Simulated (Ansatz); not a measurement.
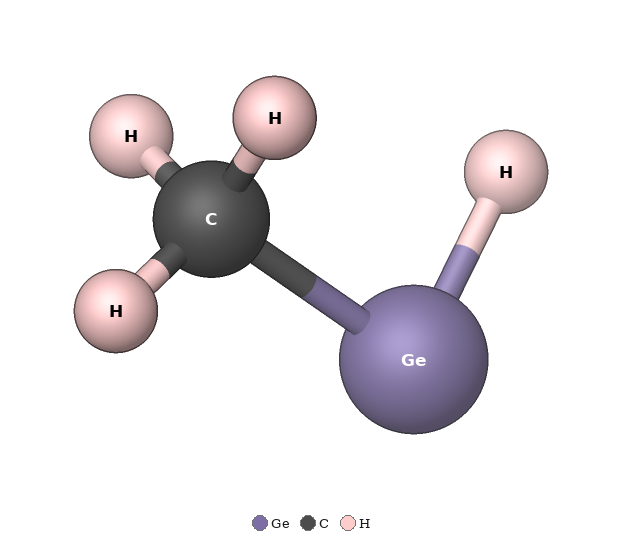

The picture shows a molecular structure as a ball-and-stick model.

The geometry was computed by an optimisation with PBE0-D4/def2-TZVP.

Which formula does it have?

CH4Ge, 6 atoms: 1 carbon, 4 hydrogen and 1 germanium.

How many sets of symmetry-equivalent atoms are there?

5: 1 Ge, 1 C, 1 H, 2 H, 1 H.

Count the bonded pairs by element.

3 C–H, 1 C–Ge, 1 Ge–H. Sticks follow a distance rule.

More results for the same structure follow; atom numbers are the same in all pictures, views and colours differ.

Electronic properties

Level of theory: RKS PBE0-D4/def2-TZVPP (Ansatz 0.2.0).

Computed properties:

- HOMO energy (Kohn–Sham orbital): −6.38 eV
- LUMO energy (Kohn–Sham orbital): −2.54 eV
- HOMO–LUMO gap: 3.84 eV

Vibrations

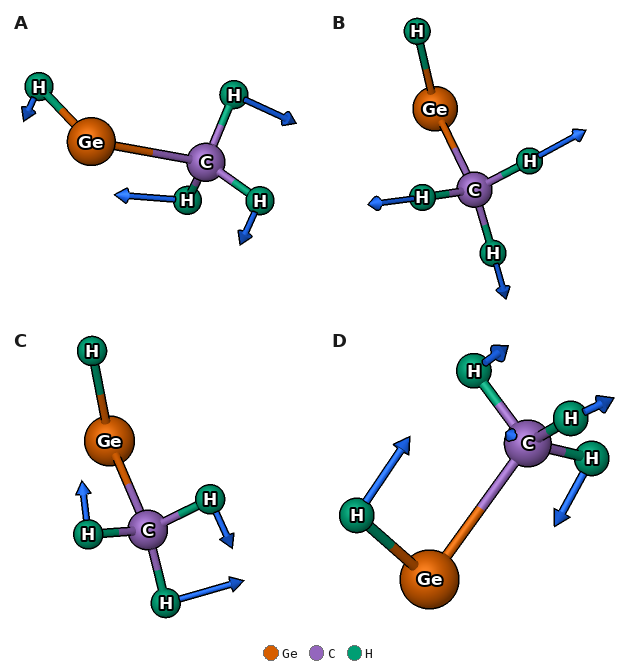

4 normal modes of one molecule or complex, as arrows. Harmonic vibrations computed with RKS PBE0-D4/def2-TZVP (Ansatz 0.2.0) at a stationary point of the same level.

Match the panels to the wavenumbers 565 cm⁻¹, 886 cm⁻¹, 1438 cm⁻¹, 3030 cm⁻¹.

A: 565 cm⁻¹, Ge–C–H bending
B: 3030 cm⁻¹, in-phase stretching of 3 C–H bonds
C: 1438 cm⁻¹, H–C–H bending
D: 886 cm⁻¹, angle bending

Charges

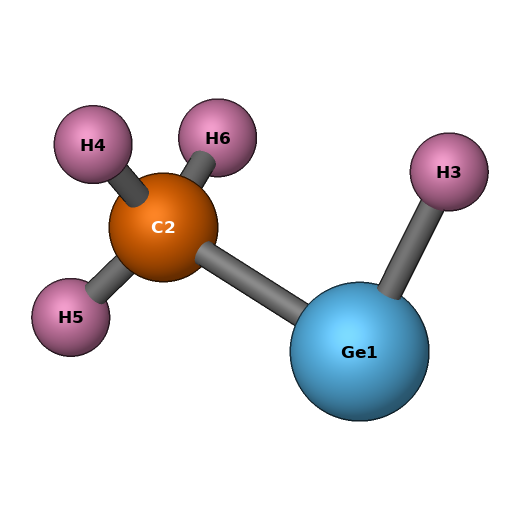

The questions are on Mulliken charges. Properties computed with RKS PBE0-D4/def2-TZVP (Ansatz 0.2.0).

List the Mulliken charges.

```csv
atom,value (e)
Ge1,0.14
C2,−0.53
H3,−0.05
H4,0.15
H5,0.14
H6,0.15
```

Mulliken values depend strongly on the basis set and can even reverse the polarity of a bond.
